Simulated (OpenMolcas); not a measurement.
**One shape, several levels: CH5FOSn (SMILES C[O][SnH2][F])**

We compute a comparison of 4 runs (HF/STO-3G, B2PLYP/def2-SVP, B3LYP/def2-SVP, PBE0/def2-SVP) of CH5FOSn. 

The results are computed with OpenMolcas 26.06.

## Step 1: The structure to begin with

CH5FOSn has 9 atoms, charge 0, and is taken as a singlet. As SMILES, `C[O][SnH2][F]`. Geometry: relaxed at PBE0-D4/def2-TZVP. This is one conformer, not always the lowest.

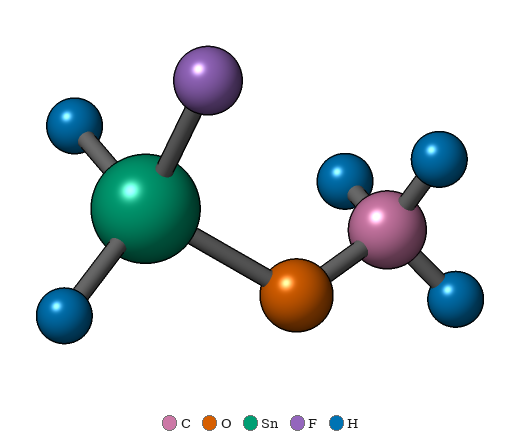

The structure, seen from a chosen angle (carbon pink, oxygen orange, tin teal, fluorine purple, hydrogen blue).

## Step 2: Energy and forces at HF/STO-3G (run 1)

run.input reads:

```
&GATEWAY
BASLIB=$CurrDir
COORD
9
angstrom
C        0.518500       1.372900       0.070100
O        0.868000       0.081800      -0.373800
Sn      -0.399500      -1.388400      -0.243800
F       -0.697400      -1.629400       1.640500
H        1.313300       2.060500      -0.231100
H       -0.420600       1.731700      -0.373400
H        0.422100       1.418200       1.160900
H       -1.916000      -0.924300      -0.859900
H        0.399900      -2.769100      -0.806400
BASIS=STO-3G
GROUP=NoSym
&SEWARD
&SCF
THRESHOLDS=1e-10 1e-07 1e-07 1e-05
PRORBITALS=1 2
&ALASKA
```

The basis set STO-3G is read from a file made from the Basis Set Exchange's data (not shown).

Started as:

```console
$ export MOLCAS_MEM=1860
$ pymolcas run.input > run.log
```

Standard output:

```text
--- Start Module: gateway ---
[...]
--- Stop Module: gateway /rc=_RC_ALL_IS_WELL_ ---
[...]
      Basis functions           47
[...]
--- Start Module: scf ---
[...]
       Convergence after  12 Iterations
[...]
::    Total SCF energy                              -6175.5024579320
[...]
      Total spin, S                                     0.0000000000
[...]
      Total electronic charge=   78.000000
      Total            charge=   -0.000000
[...]
      Dipole Moment (debye):
      Origin of the operator (angstrom)=   -0.2399   -1.0360   -0.0251
                   X= -1.0996E+00               Y= -4.9385E-01               Z= -1.3789E+00           Total=  1.8315E+00
      Quadrupole Moment (debye*angstrom):
[...]
 *              Molecular gradients               *
 **************************************************
  Irreducible representation: a
 ------------------------------------------------------------------------------------------
                              X                       Y                       Z
 ------------------------------------------------------------------------------------------
  C1                6.29767441867202E-03    3.97528337474640E-03    1.15205682880415E-03
  O2               -3.30202760664733E-03    1.91343834959703E-02    7.38927472683937E-03
  SN3               9.36790712469282E-03    1.96381722263439E-03   -1.26217488830349E-02
  F4               -3.78426737866988E-03   -2.29171893649127E-03    1.65033813908622E-02
  H5                3.60715594009076E-04   -4.08417154934426E-03   -1.85192122337563E-03
  H6               -8.25861124350347E-04   -4.21865178717740E-03   -3.03606662407763E-03
  H7                1.61921006523499E-03   -5.03059658335059E-03   -1.32565417521047E-03
  H8               -2.35555969240000E-02    1.00824766702772E-02   -3.47656182120826E-03
[...]
```

Wall time 4.5 s (1 thread of Intel Xeon Platinum 8259CL at 2.50GHz (Skylake/Cascade Lake), shared host); peak memory 0.38 GiB.

## Step 3: A single-point energy at B2PLYP/def2-SVP (core potential) (run 2)

job.input reads:

```
* CH5FOSn Kohn-Sham DFT

&GATEWAY
  BasLib=$CurrDir
  Coord
  9
  bohr
  C      0.97982300     2.59440500     0.13246980
  O      1.64028228     0.15457960    -0.70637963
  Sn    -0.75494559    -2.62369575    -0.46071523
  F     -1.31789500    -3.07911975     3.10009571
  H      2.48177732     3.89378068    -0.43671571
  H     -0.79481881     3.27243873    -0.70562373
  H      0.79765340     2.68000959     2.19378306
  H     -3.62071525    -1.74667386    -1.62497549
  H      0.75570148    -5.23284061    -1.52387515
  Basis=def2-SVP
  Group=NoSym

&SEWARD
  GridInput
  Grid=UltraFine
  End of Grid

&SCF
  KSDFT=B2PLYP_SCF
  Thresholds=1e-10 1e-07 1e-07 1e-05
  PrOrbitals=1 1

&MBPT2
  Frozen=7
```

The basis set def2-SVP is read from a file made from the Basis Set Exchange's data (not shown).

Started as:

```console
$ export MOLCAS_MEM=1860
$ pymolcas job.input > job.log
```

Standard output:

```text
--- Start Module: gateway ---
[...]
--- Stop Module: gateway /rc=_RC_ALL_IS_WELL_ ---
[...]
      Basis functions           93
[...]
--- Start Module: scf ---
[...]
       Convergence after  14 Iterations
[...]
::    Total KS-DFT energy                            -429.6362726063
[...]
      Total spin, S                                     0.0000000000
[...]
      Total electronic charge=   50.000000
      Total            charge=   -0.000000
[...]
      Dipole Moment (debye):
      Origin of the operator (angstrom)=   -0.2399   -1.0360   -0.0251
                   X= -1.0362E+00               Y=  1.8247E-01               Z= -2.2732E+00           Total=  2.5049E+00
      Quadrupole Moment (debye*angstrom):
[...]
--- Stop Module: scf /rc=_RC_ALL_IS_WELL_ ---
[...]
--- Start Module: mbpt2 ---
[...]
 ###    WARNING: MP2 implementation intended for RHF references only         ###
 ###############################################################################
MBPT2 WARNING: Reference function according to RunFile:KS-DFT
I'll assume you know what you're doing and continue
WARNING!
Default frozen orbitals as non valence orbitals is overwritten by user input.
Default values:   3
[...]
       Reference weight ( Cref**2 )         =        0.77683
::    Total MBPT2 energy                             -430.4105980616
[...]
      Total MBPT2 calculations                           0.51      0.58
--- Stop Module: mbpt2 /rc=_RC_ALL_IS_WELL_ ---
[...]
```

It took 33 s on 1 thread of Intel Xeon Platinum 8259CL at 2.50GHz (Skylake/Cascade Lake), shared host; peak memory 0.51 GiB.

Run 3 isn't shown in full; the table further down has it.

## Step 4: Energy and gradient at PBE0/def2-SVP (core potential) (run 4)

calc.inp reads:

```
>>> EXPORT MOLCAS_PRINT=2

&GATEWAY
 BasLib = $CurrDir
 Coord
 9
 angstrom
 C        0.518500       1.372900       0.070100
 O        0.868000       0.081800      -0.373800
 Sn      -0.399500      -1.388400      -0.243800
 F       -0.697400      -1.629400       1.640500
 H        1.313300       2.060500      -0.231100
 H       -0.420600       1.731700      -0.373400
 H        0.422100       1.418200       1.160900
 H       -1.916000      -0.924300      -0.859900
 H        0.399900      -2.769100      -0.806400
 Basis = def2-SVP
 Group = NoSym

&SEWARD
 GridInput
 Grid=UltraFine
 End of Grid

&SCF
 KSDFT = PBE0
 Thresholds = 1e-10 1e-07 1e-07 1e-05
 PrOrbitals = 1 1

&ALASKA
```

The basis set def2-SVP is read from a file made from the Basis Set Exchange's data (not shown).

Started as:

```console
$ export MOLCAS_MEM=1860
$ pymolcas calc.inp > calc.log
```

Standard output:

```text
--- Start Module: gateway ---
[...]
--- Stop Module: gateway /rc=_RC_ALL_IS_WELL_ ---
[...]
      Basis functions           93
[...]
--- Start Module: scf ---
[...]
       Convergence after  14 Iterations
[...]
::    Total KS-DFT energy                            -430.0877318460
[...]
      Total spin, S                                     0.0000000000
[...]
      Total electronic charge=   50.000000
      Total            charge=   -0.000000
[...]
      Dipole Moment (debye):
      Origin of the operator (angstrom)=   -0.2399   -1.0360   -0.0251
                   X= -9.5182E-01               Y=  2.1023E-01               Z= -2.1260E+00           Total=  2.3388E+00
      Quadrupole Moment (debye*angstrom):
[...]
 *              Molecular gradients               *
 **************************************************
  Irreducible representation: a
 ------------------------------------------------------------------------------------------
                              X                       Y                       Z
 ------------------------------------------------------------------------------------------
  C1               -3.32925045712468E-03    1.00615544159535E-02    3.93635671671677E-03
  O2               -5.87113681516094E-03   -1.15477091019676E-02   -2.09911562405907E-04
  SN3               4.90053766809595E-03    7.26327234175983E-03    6.94453920595706E-03
  F4                1.70660211382501E-03    1.43395210429187E-03   -1.00551467249339E-02
  H5               -3.83370839221442E-03   -4.46919826885761E-03    1.16241530805850E-03
  H6                4.90517180663197E-03   -2.62323023999489E-03    1.91301705670099E-03
  H7                6.30844723823687E-04   -1.18175783335239E-03   -5.91608800649546E-03
  H8                1.90076971360931E-03   -6.22392415601025E-04    1.15664348014954E-03
[...]
```

Run time: 47 s. Hardware: 1 thread of Intel Xeon Platinum 8259CL at 2.50GHz (Skylake/Cascade Lake), shared host; peak memory 0.51 GiB.

## Step 5: All runs side by side

```
run                             level      task  frozen core orbitals   energy (Eh)  dipole moment (D)  HOMO energy (eV)  LUMO energy (eV)  wall time
  1                         HF/STO-3G  gradient                     –  -6175.502458               1.83             -8.28             10.15      4.5 s
  2  B2PLYP/def2-SVP (core potential)    energy                     7   -429.845340               2.50             -9.41              1.03       33 s
  3   B3LYP/def2-SVP (core potential)  gradient                     –   -430.383594               2.28             -7.58             -0.51       61 s
  4    PBE0/def2-SVP (core potential)  gradient                     –   -430.087732               2.34             -7.87             -0.19       47 s
```

## Step 6: Outcome

```
                       quantity          value
            run 4: total energy  -430.08773 Eh
           run 4: dipole moment         2.34 D
             run 4: HOMO energy       -7.87 eV
             run 4: LUMO energy       -0.19 eV
           run 4: HOMO–LUMO gap        7.68 eV
run 4: largest force on an atom     0.666 eV/Å
```

**Reading.** The dipole moment (its size) runs from 1.83 D (HF/STO-3G) to 2.50 D (B2PLYP/def2-SVP). The two ends differ in method and basis and core potential. A double hybrid's value is that of its SCF part. The HOMO–LUMO gap runs from 7.07 eV (B3LYP/def2-SVP) to 18.42 eV (HF/STO-3G). For B2PLYP the log adds the whole second-order term; the table takes 0.27 of it, as the functional is defined. Totals of different functionals can't be ranked against each other. Some runs of one species differ in core potentials or relativity; totals across that change don't compare. In run 1 the basis is minimal, so the values are rough. In run 1 relativity is left out where basis or elements ask for it. All runs together took 2.4 min, the longest 61 s.
